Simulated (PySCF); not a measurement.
# M06-2X/def2-TZVPPD run of AlH (SMILES [AlH])

Aim: the vertical ionisation energy of AlH at M06-2X/def2-TZVPPD, from 2 runs. Input form: a Python script.

The results are computed with PySCF 2.14.0.

3 further runs of the same task are left out: 3 set aside as unsound or not needed.

### Step 1. Starting point

AlH: 2 atoms, total charge 0, spin state singlet. SMILES: `[AlH]`. The shape is that of a PBE0-D4/def2-TZVP optimisation.

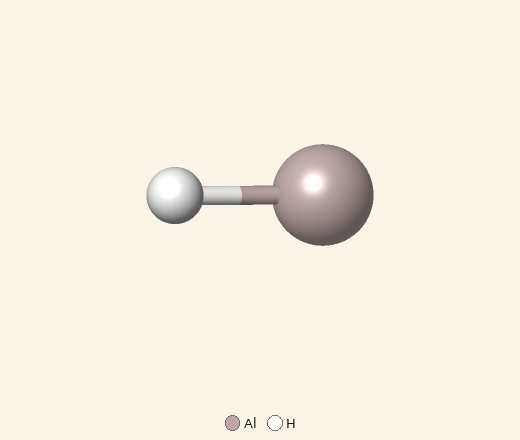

The structure, seen from a chosen angle (aluminium light grey, hydrogen white).

### Step 2. A single-point energy at M06-2X/def2-TZVPPD

Input file input.xyz:

```xyz
2
AlH
Al     0.000000     0.000000    -0.025640
H      0.000000     0.000000     1.639110
```

Input file run.py:

```python
# AlH
from pyscf import gto, dft

system = gto.M(
    atom='input.xyz',
    spin=0,
    verbose=4,
    max_memory=1860,
    basis='def2-tzvppd',
)

ks = dft.RKS(system, xc='m06-2x')
ks.grids.level = 5
ks.conv_tol = 1e-10
ks.kernel()
if not ks.converged:
    ks = ks.newton().run(ks.mo_coeff, ks.mo_occ)

etot = ks.e_tot
print('E(%s) = %.9f' % ('M06-2X', etot))
```

The run is started by

```sh
$ OMP_NUM_THREADS=1 python run.py
```

Log:

```text
PySCF version 2.14.0

[INPUT] num. atoms = 2
[INPUT] num. electrons = 14
[INPUT] charge = 0
[INPUT] spin (= nelec alpha-beta = 2S) = 0
[INPUT] symmetry False subgroup None
[INPUT] Mole.unit = angstrom
[INPUT] Symbol           X                Y                Z      unit          X                Y                Z       unit  Magmom
[INPUT]  1 Al     0.000000000000   0.000000000000  -0.025640000000 AA    0.000000000000   0.000000000000  -0.048452577834 Bohr   0.0
[INPUT]  2 H      0.000000000000   0.000000000000   1.639110000000 AA    0.000000000000   0.000000000000   3.097468988036 Bohr   0.0

nuclear repulsion = 4.13233442977024
number of shells = 23
number of NR pGTOs = 88
number of NR cGTOs = 65
basis = def2-tzvppd
ecp = {}

******** <class 'pyscf.dft.rks.RKS'> ********
method = RKS
initial guess = minao
damping factor = 0
level_shift factor = 0
DIIS = <class 'pyscf.scf.diis.CDIIS'>
diis_start_cycle = 1
diis_space = 8
diis_damp = 0
SCF conv_tol = 1e-10
SCF conv_tol_grad = None
SCF max_cycles = 50
direct_scf = True
direct_scf_tol = 1e-13
XC library pyscf.dft.libxc version 7.0.0
    S. Lehtola, C. Steigemann, M. J.T. Oliveira, and M. A.L. Marques.,  SoftwareX 7, 1–5 (2018)
XC functionals = m06-2x
    Y. Zhao and D. G. Truhlar.,  Theor. Chem. Acc. 120, 215 (2008)
    Y. Zhao and D. G. Truhlar.,  Theor. Chem. Acc. 120, 215 (2008)
radial grids:
    Treutler-Ahlrichs [JCP 102, 346 (1995); DOI:10.1063/1.469408] (M4) radial grids

becke partition: Becke, JCP 88, 2547 (1988); DOI:10.1063/1.454033
pruning grids: <function nwchem_prune>
grids dens level: 5
symmetrized grids: False
atomic radii adjust function: <function treutler_atomic_radii_adjust>
small_rho_cutoff = 0
Set gradient conv threshold to 1e-05
Initial guess from minao.
tot grids = 66592
init E= -242.796037821557
  HOMO = -0.197526546103123  LUMO = -0.0537086054828375  gap/eV = 3.91349
cycle= 1 E= -242.950939931  delta_E= -0.155  |g|= 0.131  |ddm|= 0.818
  HOMO = -0.244339578908161  LUMO = -0.043611167244708  gap/eV = 5.46210
cycle= 2 E= -242.957403385491  delta_E= -0.00646  |g|= 0.0529  |ddm|= 0.314
  HOMO = -0.245400365244816  LUMO = -0.0376621673181132  gap/eV = 5.65284
cycle= 3 E= -242.958007763849  delta_E= -0.000604  |g|= 0.00763  |ddm|= 0.0648
  HOMO = -0.246098068280409  LUMO = -0.0372574095857386  gap/eV = 5.68284
cycle= 4 E= -242.958023480948  delta_E= -1.57e-05  |g|= 0.00165  |ddm|= 0.0205
  HOMO = -0.246127319482664  LUMO = -0.0374091014270113  gap/eV = 5.67951
cycle= 5 E= -242.958024827088  delta_E= -1.35e-06  |g|= 0.000352  |ddm|= 0.00499
  HOMO = -0.246119173099911  LUMO = -0.0374114138747113  gap/eV = 5.67923
cycle= 6 E= -242.958024881075  delta_E= -5.4e-08  |g|= 7.8e-05  |ddm|= 0.001
  HOMO = -0.246115825878421  LUMO = -0.0374075615987002  gap/eV = 5.67924
cycle= 7 E= -242.958024882431  delta_E= -1.36e-09  |g|= 8.19e-06  |ddm|= 0.000145
  HOMO = -0.246116592028976  LUMO = -0.0374076606825408  gap/eV = 5.67926
cycle= 8 E= -242.958024882478  delta_E= -4.73e-11  |g|= 1.38e-06  |ddm|= 3.73e-05
  HOMO = -0.246116513804949  LUMO = -0.0374076819492413  gap/eV = 5.67926
Extra cycle  E= -242.95802488248  delta_E= -1.56e-12  |g|= 3.39e-07  |ddm|= 5.32e-06
converged SCF energy = -242.95802488248
E(M06-2X) = -242.958024882
```

Run time: 4.5 s. Hardware: 1 thread of Arm Neoverse V2, shared host; peak memory 0.33 GiB.

### Step 3. The doublet cation at the same level

Input file run.py:

```python
from pyscf import gto, dft

mol = gto.M(
    atom='''
Al     0.000000     0.000000    -0.025640
H      0.000000     0.000000     1.639110
''',
    spin=1,
    basis='def2-tzvppd',
    max_memory=1860,
    charge=1,
    verbose=3,
)

mf = dft.UKS(mol, xc='m06-2x')
mf.grids.level = 5
mf.conv_tol = 1e-10
mf.kernel()
if not mf.converged:
    mf = mf.newton().run(mf.mo_coeff, mf.mo_occ)

e_tot = mf.e_tot
print('Final energy', e_tot)
```

The run is started by

```sh
$ OMP_NUM_THREADS=1 python run.py
```

Log:

```text
WARN: HOMO -0.197526546103125 >= LUMO -0.197526546103123

converged SCF energy = -242.659134916914  <S^2> = 0.76015984  2S+1 = 2.0101342
Final energy -242.65913491691427
```

Wall time 8.7 s (1 thread of Arm Neoverse V2, shared host); peak memory 0.35 GiB.

### Step 4. Results

Level: M06-2X/def2-TZVPPD.

| quantity | value |
| --- | --- |
| singlet AlH: total energy | -242.95802 Eh |
| singlet AlH: dipole moment | 0.29 D |
| singlet AlH: HOMO energy | -6.70 eV |
| singlet AlH: LUMO energy | -1.02 eV |
| singlet AlH: HOMO–LUMO gap | 5.68 eV |
| doublet cation: total energy | -242.65913 Eh |
| doublet cation: HOMO energy (highest over α and β) | -15.04 eV |
| doublet cation: LUMO energy (lowest over α and β) | -9.94 eV |
| doublet cation: ⟨S²⟩ | 0.760 |
| vertical ionisation energy (to the doublet cation) | 8.133 eV |

The vertical ionisation energy comes to 8.13 eV (188 kcal/mol). The negative HOMO energy of the first species, 6.70 eV, lies 1.44 eV below that difference.
